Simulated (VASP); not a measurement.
Band structure of KMgF₃ (space group Pm-3m). All values below come from PBE GGA, VASP's PBE PAW potentials (set 64) (plane waves; VASP).

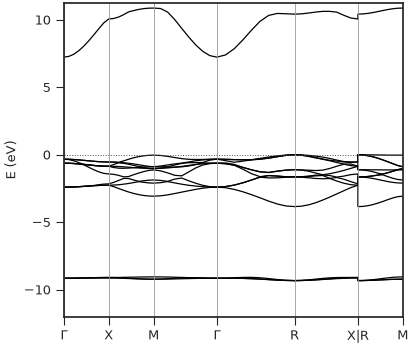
Figure: Bands along high-symmetry lines, zero at the valence-band maximum or, without a gap, the Fermi level

Q: Read the plot: is there a gap, and where are the band edges?

A: The gap is indirect, 7.23 eV, from the valence maximum at R to the conduction minimum at Γ.

The structure comes from a computed database's KMgF3 entry; how it stands against other phases isn't given here. The cell was not relaxed at this level.
